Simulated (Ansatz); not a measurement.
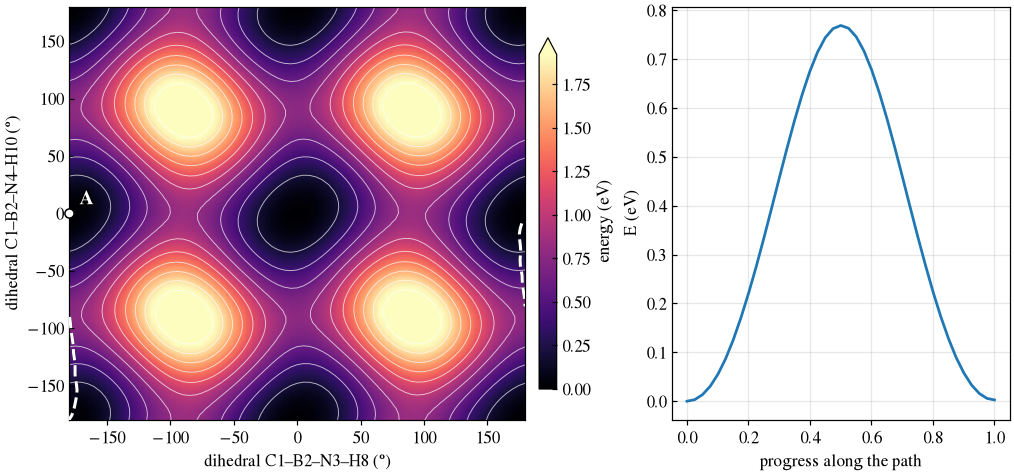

CH7BN2, SMILES CB(N)N. 
- The first coordinate is: dihedral C1–B2–N3–H8; the second: dihedral C1–B2–N4–H10.
- Nothing is relaxed (all other coordinates rigid).
- Grid: 18 × 18 points.
- All energies are given in eV relative to the lowest grid point.
- These are results of RKS B3LYP-D4/def2-SVP in Ansatz 0.2.0, not measurements.

In the figure: a smooth colour map with a few white contour lines, a line along the lowest path, one colour for all values above the top of the scale, the energy along the path at the right, the start A. Between grid points the surface is interpolated.

Describe the path and its barrier.

Answer. The easiest path leads from the well at dihedral C1–B2–N3–H8 = −180°, dihedral C1–B2–N4–H10 = 0° to a well of about the same depth at dihedral C1–B2–N3–H8 = −180°, dihedral C1–B2–N4–H10 = −180°. Its highest point lies about 0.77 eV above the bottom of the first well on the interpolated surface, at about dihedral C1–B2–N3–H8 = −180°, dihedral C1–B2–N4–H10 = −90°. The start is the relaxed structure and all else is held, so a fully relaxed path at this level can only be lower.
